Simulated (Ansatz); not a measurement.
Energy against volume for Al12W (space group Im-3)

Al12W (space group Im-3)

```cif
data_Al24W2
_chemical_formula_sum 'Al24 W2'
_space_group_name_H-M_alt 'Im-3'
_space_group_IT_number 204
_space_group_name_Hall '-I 2 2 3'
_cell_length_a 7.53810
_cell_length_b 7.53810
_cell_length_c 7.53810
_cell_angle_alpha 90.000
_cell_angle_beta 90.000
_cell_angle_gamma 90.000
loop_
_atom_site_label
_atom_site_type_symbol
_atom_site_symmetry_multiplicity
_atom_site_Wyckoff_symbol
_atom_site_fract_x
_atom_site_fract_y
_atom_site_fract_z
_atom_site_occupancy
Al1 Al 24 g 0.00000 0.18579 0.30860 1
W1 W 2 a 0.00000 0.00000 0.00000 1
```
(The calculation used a cell of 13 atoms; values per cell refer to that cell.)

The volume is varied about the relaxed value V₀ at fixed cell shape. The atoms relax within the cell's symmetry.

Calculation: PBEsol (plane waves to 420 eV, PAW, scalar-relativistic; Ansatz, an electronic-structure program). k mesh 7×7×7 (Γ-centred), Fermi-Dirac smearing 0.05 eV. The energy includes the smearing's −TS. Compression counts positive. Al12W is run without spin polarisation. Al12W was relaxed with its symmetry unable to fall. Spin-orbit coupling is left out, though W is heavy. ΔE is measured from the relaxed starting cell.

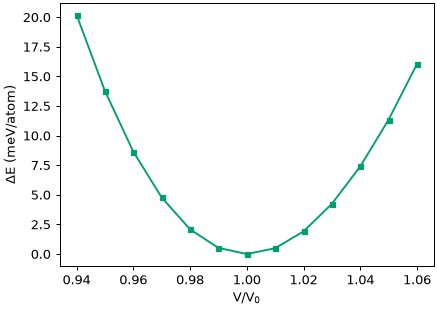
Figure: ΔE (meV/atom) against V/V₀; one marker a computed point.

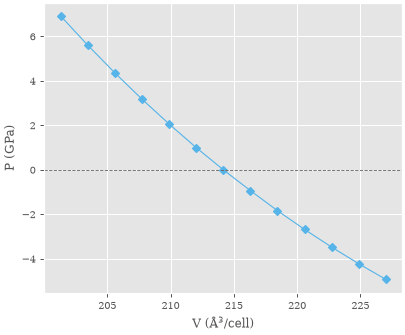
Figure: P (GPa) against V (Å³/cell); computed points joined by lines.

The pressure derivative B₀′ (fit) is 4.6, the energy cost of the largest expansion is 16 meV/atom and the pressure at the smallest volume is 6.9 GPa. The equilibrium volume of the fit comes out as 16.48 Å³/atom and the pressure for 5 % compression (fit) is 5.6 GPa.

P = (3B₀/2)(x⁷ − x⁵)[1 + ¾(B₀′ − 4)(x² − 1)] with x = (1/0.95)^(1/3), B₀ = 97.0 GPa and B₀′ = 4.65.

(A scan under strain: stresses follow from slopes of the energy per volume, elastic moduli from its curvatures.)
